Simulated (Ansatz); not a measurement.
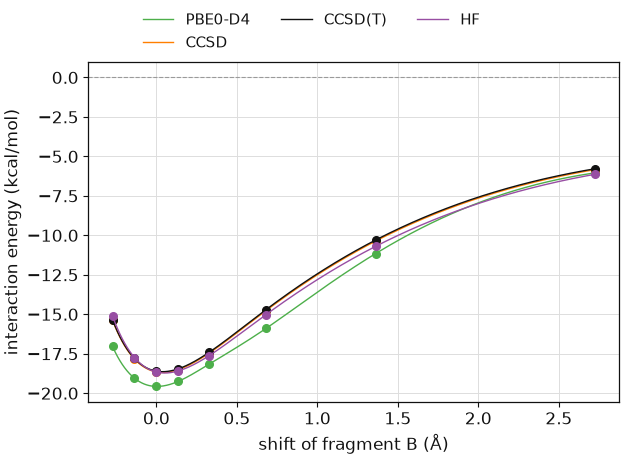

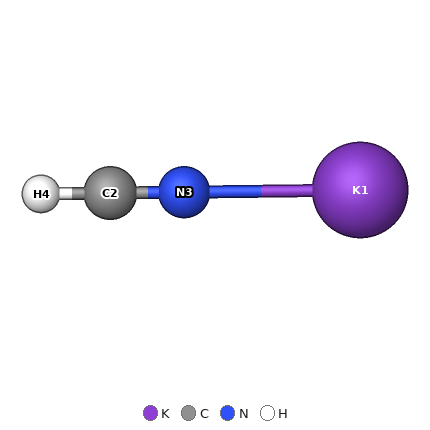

Interaction curve of the pair K⁺ (A) and CHN (B), from the arrangement drawn (closest contact, H···H pairs aside, K1···N3 2.72 Å; others can bind more strongly), without the energy that it costs to deform the partners. The Ansatz code, def2-TZVPPD, cores frozen in correlated methods. Fragment B of a pair is moved rigidly from the minimum (PBE0-D4/def2-TZVP) along the line between the fragments' mean atom positions; interaction energies with counterpoise. The outer core of Li, Na, Mg and K is correlated. Splines pass through the computed points, which are marked.

Question: Which curve follows CCSD(T) best, and which worst?

Answer: Best CCSD, worst PBE0-D4; largest departures, offsets in depth included: CCSD 0.06, HF 0.40, PBE0-D4 1.69 kcal/mol. CCSD(T) is in the same finite basis, not at its limit.

Question: Give the values at the computed points.

Answer: In kcal/mol:
```
shift of fragment B (Å)  PBE0-D4    CCSD  CCSD(T)      HF
                  −0.27   −17.04  −15.38   −15.36  −15.11
                  −0.14   −19.05  −17.84   −17.80  −17.74
                   0.00   −19.57  −18.65   −18.61  −18.66
                   0.14   −19.25  −18.50   −18.45  −18.59
                   0.33   −18.16  −17.47   −17.42  −17.63
                   0.68   −15.90  −14.77   −14.71  −15.02
                   1.36   −11.16  −10.36   −10.30  −10.70
                   2.72    −6.05   −5.84    −5.79   −6.14
```
